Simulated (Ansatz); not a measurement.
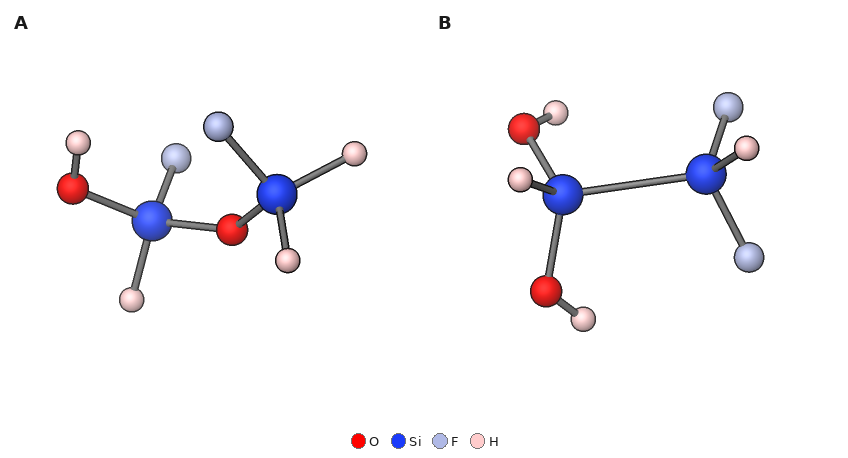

2 stationary structures of one formula. Geometries: PBE0-D4/def2-TZVP. Electronic energies: CCSD(T)/CBS (MP2 limit from def2-TZVPP and def2-QZVPP plus CCSD(T) − MP2) (Ansatz 0.2.0), without zero-point energy. No frequency run is at hand to confirm each as a minimum. Each is one conformer, not always the lowest.

### How are they related?

They are constitutional isomers of F2H4O2Si2: A `O[Si@@H](F)O[SiH2]F`, B `O[SiH](O)[SiH](F)F`.

### Rank them by energy, lowest first.

A is lowest; B lies 1.799 eV above it.

Give E(B) − E(A) in eV at these levels too: PBE-D4/def2-TZVPP; PBE0-D4/def2-TZVP; RHF-MP2 (frozen core)/def2-QZVPP; r2SCAN-D4/def2-TZVPP; RHF-CCSD(T) (frozen core)/def2-TZVPP; ωB97M-V/def2-TZVPP; PBE0-D4/def2-TZVPP; B2PLYP (frozen core)/def2-TZVPP.

| level | E(B) − E(A) (eV) |
| --- | --- |
| PBE-D4/def2-TZVPP | +1.437 |
| PBE0-D4/def2-TZVP | +1.632 |
| RHF-MP2 (frozen core)/def2-QZVPP | +1.879 |
| r2SCAN-D4/def2-TZVPP | +1.715 |
| RHF-CCSD(T) (frozen core)/def2-TZVPP | +1.820 |
| ωB97M-V/def2-TZVPP | +1.792 |
| PBE0-D4/def2-TZVPP | +1.591 |
| B2PLYP (frozen core)/def2-TZVPP | +1.808 |
